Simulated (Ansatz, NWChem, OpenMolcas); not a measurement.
**How methods differ on S2 (sulfur dimer)**

S2 has 2 atoms, charge 0, and is taken as a triplet. SMILES: `S=S`. Geometry: the measured bond length.

```xyz
2

S     0.0000    0.0000    0.0000
S     0.0000    0.0000    1.8892
```

Each level gives the vertical energy of the singlet above the triplet (eV). The values are calculated.

```csv
level,kind,program,value (eV),less CCSD(T)/cc-pVTZ,CPU time (all runs)
UM06-L/cc-pVTZ,meta-GGA,NWChem,1.06,+0.28,62 s
UBHLYP/cc-pVTZ,global hybrid,Ansatz,1.10,+0.32,5 s
U-wB97X/cc-pVTZ,range-separated hybrid,Ansatz,1.01,+0.23,18 s
RPA@PBE0/cc-pVTZ,RPA,Ansatz,0.88,+0.10,7.1 s
"CASPT2(12,8)/cc-pVTZ",multireference,OpenMolcas,0.78,0.00,7.5 s
"MC-PDFT[ftPBE](12,8)/cc-pVTZ",multireference,OpenMolcas,0.76,-0.02,6.8 s
"SC-NEVPT2(12,8)/cc-pVTZ",multireference,OpenMolcas,0.70,-0.08,8.4 s
ROCCSD(T)/cc-pVTZ,coupled cluster or CI,OpenMolcas,0.78,0.00,14 s
```

Differences are taken from ROCCSD(T)/cc-pVTZ for orientation; it has basis-set and higher-order errors of its own. The values span 0.70 to 1.10 eV. Times are those of the runs behind each value, whatever else they computed, on shared processors of several kinds: orders of magnitude only.

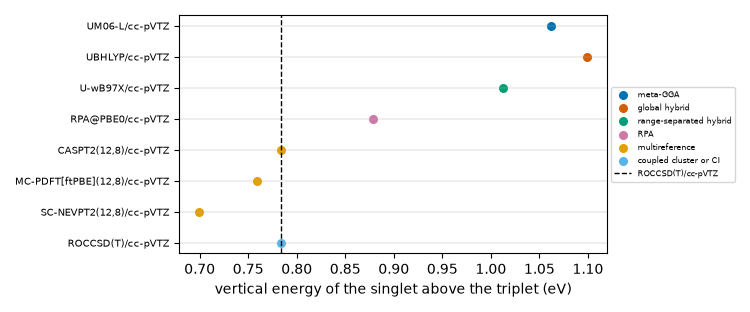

The values of the table, level by level.
